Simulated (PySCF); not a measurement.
**Two runs on C$_{3}$H$_{8}$AlFO**

System: C$_{3}$H$_{8}$AlFO.
Method of run 1: GIAO PBE0/6-31G NMR shielding, non-relativistic, gas phase (PySCF 2.14.0).

The geometry comes from this level: PBE0-D3(BJ)/def2-SVP. Text and figures count atoms from 1; the logs count them from 0 in places.

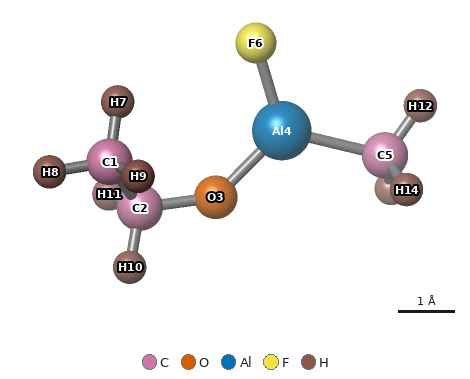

The structure as given in the input (ball-and-stick view, seen at a tilt; atoms are numbered from 1 in the order of the input). Sticks mark near contacts. Bond lengths as drawn: Al–C 1.93 Å, Al–F 1.67 Å, Al–O 1.69 Å, C–C 1.52 Å, C–H 1.10 to 1.11 Å and C–O 1.39 Å.

## Input file, run 1
```
{"job": {"kind": "nmr", "xc": "PBE0", "basis": "6-31G", "pop": true}, "charge": 0, "multiplicity": 1}
C     -2.287878    -0.150592     0.380976
C     -1.257009    -1.027844    -0.302521
O      0.054825    -0.669453     0.004224
Al     1.018251     0.688386     0.282151
C      2.869013     0.489594     0.799575
F      0.339517     2.202660     0.093208
H     -2.171599     0.902643     0.080618
H     -3.309992    -0.470701     0.125427
H     -2.178306    -0.207888     1.475935
H     -1.410898    -2.080743    -0.003442
H     -1.408405    -0.992723    -1.398592
H      3.406962     1.449057     0.807916
H      3.393564    -0.198968     0.117931
H      2.937965     0.052877     1.809449
```

The first line tells a small driver script what to run in PySCF; the rest is the geometry in Å.

Command:
```bash
OMP_NUM_THREADS=1 python <driver script> task.json out
```

Hardware: 1 CPU thread, shared host.

## Output (run 1)
```
coarse grid: 12016 points
cycle   1  E = -536.0773840974  dE =  4.173e-01  |g| = 9.471e-01  |ddm| = 3.140e+00
cycle   2  E = -535.8228819902  dE =  2.545e-01  |g| = 1.502e+00  |ddm| = 1.932e+00
cycle   3  E = -536.2497213370  dE = -4.268e-01  |g| = 1.556e-01  |ddm| = 1.251e+00
cycle   4  E = -536.2549321609  dE = -5.211e-03  |g| = 4.738e-02  |ddm| = 1.635e-01
cycle   5  E = -536.2553166116  dE = -3.845e-04  |g| = 1.714e-02  |ddm| = 3.963e-02
cycle   6  E = -536.2553746340  dE = -5.802e-05  |g| = 1.729e-03  |ddm| = 1.340e-02
cycle   7  E = -536.2553752789  dE = -6.450e-07  |g| = 6.003e-04  |ddm| = 2.273e-03
final grid: 111304 points
cycle   8  E = -536.2122622526  dE = -6.635e-06  |g| = 9.303e-03  |ddm| = 1.644e-02
cycle   9  E = -536.2122434555  dE =  1.880e-05  |g| = 1.343e-02  |ddm| = 1.700e-02
cycle  10  E = -536.2122816613  dE = -3.821e-05  |g| = 1.439e-03  |ddm| = 1.030e-02
cycle  11  E = -536.2122821356  dE = -4.743e-07  |g| = 1.276e-04  |ddm| = 1.303e-03
cycle  12  E = -536.2122821374  dE = -1.795e-09  |g| = 8.640e-05  |ddm| = 1.437e-04
cycle  13  E = -536.2122821387  dE = -1.286e-09  |g| = 8.910e-06  |ddm| = 6.944e-05
cycle  14  E = -536.2122821387  dE = -1.717e-11  |g| = 3.942e-06  |ddm| = 1.398e-05
converged SCF energy = -536.2122821387

GIAO shielding tensors (ppm)
atom      isotropic    diamagn.    paramagn.     s11        s22        s33       span
  0 C      176.525     248.396     -71.871    153.798    177.113    198.664     44.866
  1 C      140.856     234.242     -93.386    112.729    125.387    184.454     71.724
  2 O      263.061     402.827    -139.766    203.320    288.355    297.509     94.189
  3 Al     488.675     795.248    -306.573    427.094    463.911    575.019    147.924
  4 C      212.618     251.910     -39.292    209.683    211.704    216.468      6.785
  5 F      328.187     472.574    -144.387    232.598    341.016    410.948    178.351
  6 H       30.823      29.099       1.724     26.730     30.837     34.903      8.173
  7 H       31.500      29.237       2.263     27.432     28.540     38.526     11.094
  8 H       31.258      29.555       1.703     28.277     29.563     35.934      7.656
  9 H       28.454      28.517      -0.063     22.914     28.066     34.382     11.468
 10 H       28.469      28.241       0.228     23.123     27.958     34.325     11.202
 11 H       32.985      29.150       3.835     27.801     29.706     41.448     13.647
 12 H       32.719      29.761       2.958     27.477     29.953     40.727     13.250
 13 H       32.714      29.727       2.987     27.531     29.996     40.617     13.086
```

For run 2 the input was changed thus:
```diff
-"basis": "6-31G"
+"basis": "STO-3G"
```

How does run 2 compare with run 1?

The total energy of run 2 is 4213.6 kcal/mol higher, which measures the change of basis and not a stability. The HOMO goes from −7.84 to −3.45 eV. The LUMO goes from 0.05 to 5.77 eV. The dipole moment goes from 1.25 to 0.25 D. Of all shieldings, the largest change is that of O3, by +100.9 ppm. The SCF takes 13 iterations against 14. The basis functions go from 74 to 42.

## Output (run 2)
```
coarse grid: 12016 points
cycle   1  E = -529.3454791558  dE =  2.611e-01  |g| = 6.997e-01  |ddm| = 4.414e+00
cycle   2  E = -529.2526522174  dE =  9.283e-02  |g| = 9.558e-01  |ddm| = 2.352e+00
cycle   3  E = -529.5385894575  dE = -2.859e-01  |g| = 9.329e-02  |ddm| = 1.331e+00
cycle   4  E = -529.5411469309  dE = -2.557e-03  |g| = 3.774e-02  |ddm| = 1.913e-01
cycle   5  E = -529.5416280804  dE = -4.811e-04  |g| = 8.557e-03  |ddm| = 6.550e-02
cycle   6  E = -529.5416529450  dE = -2.486e-05  |g| = 1.825e-03  |ddm| = 1.487e-02
cycle   7  E = -529.5416542565  dE = -1.312e-06  |g| = 2.538e-04  |ddm| = 3.512e-03
final grid: 111304 points
cycle   8  E = -529.4974244286  dE = -5.161e-06  |g| = 6.038e-03  |ddm| = 1.744e-02
cycle   9  E = -529.4974220065  dE =  2.422e-06  |g| = 6.626e-03  |ddm| = 1.662e-02
cycle  10  E = -529.4974355314  dE = -1.352e-05  |g| = 5.405e-04  |ddm| = 9.162e-03
cycle  11  E = -529.4974356365  dE = -1.051e-07  |g| = 5.680e-05  |ddm| = 8.803e-04
cycle  12  E = -529.4974356376  dE = -1.124e-09  |g| = 2.940e-05  |ddm| = 1.410e-04
cycle  13  E = -529.4974356380  dE = -3.337e-10  |g| = 1.885e-06  |ddm| = 4.859e-05
converged SCF energy = -529.4974356380

GIAO shielding tensors (ppm)
atom      isotropic    diamagn.    paramagn.     s11        s22        s33       span
  0 C      214.390     244.960     -30.570    206.612    208.992    227.566     20.955
  1 C      182.931     245.263     -62.332    159.427    168.733    220.632     61.205
  2 O      363.947     384.743     -20.795    255.548    374.717    461.577    206.030
  3 Al     428.298     785.280    -356.983    403.431    422.830    458.632     55.202
  4 C      238.429     246.926      -8.496    230.991    241.102    243.195     12.204
  5 F      401.041     459.430     -58.388    269.811    366.105    567.208    297.397
  6 H       31.791      31.478       0.313     26.849     30.652     37.872     11.024
  7 H       31.711      28.783       2.928     26.830     28.113     40.191     13.360
  8 H       31.963      30.735       1.228     27.420     29.485     38.985     11.566
  9 H       30.517      30.358       0.160     25.603     28.316     37.633     12.030
 10 H       30.769      31.386      -0.617     25.946     28.558     37.801     11.855
 11 H       32.858      29.199       3.658     27.838     29.714     41.020     13.182
 12 H       32.875      30.612       2.263     27.786     29.945     40.893     13.106
 13 H       32.959      30.497       2.462     28.060     29.906     40.912     12.852
```

## The two runs side by side

```csv
quantity,run 1,run 2
outcome,converged,converged
total energy (hartree),−536.212282,−529.497436
HOMO (eV),−7.84,−3.45
LUMO (eV),0.05,5.77
dipole moment (D),1.25,0.25
shielding of C1 (ppm),176.5,214.4
shielding of C2 (ppm),140.9,182.9
shielding of O3 (ppm),263.1,363.9
shielding of Al4 (ppm),488.7,428.3
shielding of C5 (ppm),212.6,238.4
shielding of F6 (ppm),328.2,401.0
shielding of H11 (ppm),28.5,30.8
SCF iterations,14,13
basis functions,74,42
wall time (shared host),6.4 s,3.4 s
```
